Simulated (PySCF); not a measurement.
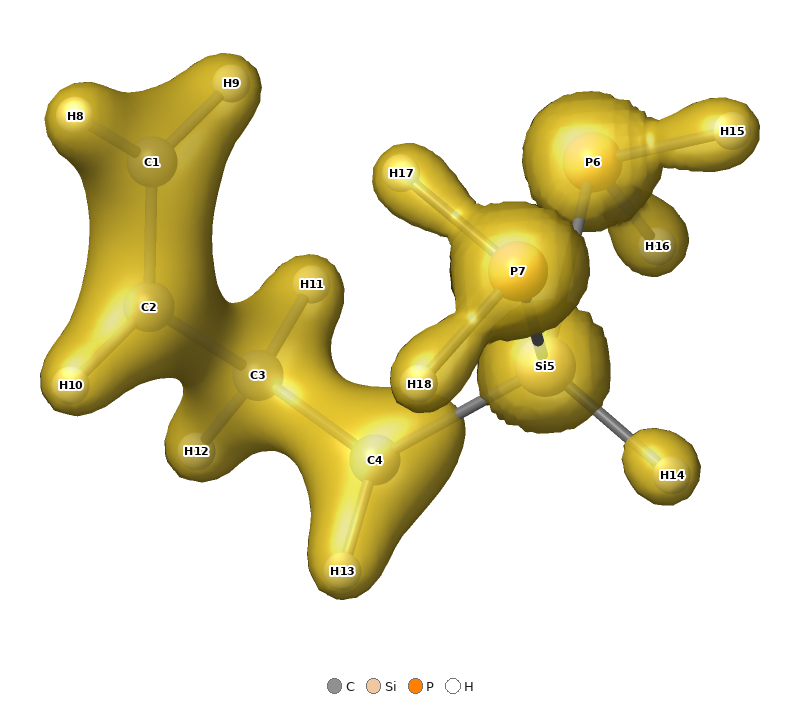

*C4H11P2Si (SMILES C=CC[CH][SiH](P)P) (doublet). Isosurface of the total electron density at 1 e/Å³ (yellow), seen from one side.*

Geometry: GFN2-xTB.

Computed with UKS B3LYP, pcH-1 on C H P Si, non-relativistic, mean-field spin-orbit, GIAO (PySCF 2.14.0, density-fitted response routines).

```xyz
18

C    -1.8150    1.3237    0.4643
C    -1.9710    0.0902    0.0209
C    -1.1657   -0.4888   -1.1154
C    -0.1226   -1.3622   -0.5164
Si    1.4963   -0.7005    0.0619
P     1.9087    1.1687   -1.1310
P     1.5370   -0.0377    2.2453
H    -2.3812    1.7088    1.2963
H    -1.1174    2.0034    0.0002
H    -2.6599   -0.5935    0.4987
H    -0.6985    0.3262   -1.6756
H    -1.8225   -1.0604   -1.7761
H    -0.4435   -2.3492   -0.2138
H     2.5405   -1.7375   -0.0106
H     3.2061    1.3127   -0.6762
H     2.3151    0.4836   -2.2600
H     0.5465    0.9173    2.1060
H     0.6384   -0.9985    2.6699
```

**How is the density connected at this value?**

At this value the surface falls into five separate pieces. It bridges the sampled C–C (1.32 Å) and C–H (1.08 Å) contacts, where the density stays above the isovalue. It is pinched off along the sampled C–Si (1.84 Å) and Si–P (2.26 Å) contacts. On the grid the lowest density along these lines, outside the cores, is 2.4 e/Å³ (C–C, 1.32 Å), 0.83 e/Å³ (C–Si, 1.84 Å), 0.65 e/Å³ (Si–P, 2.26 Å) and 1.9 e/Å³ (C–H, 1.08 Å).
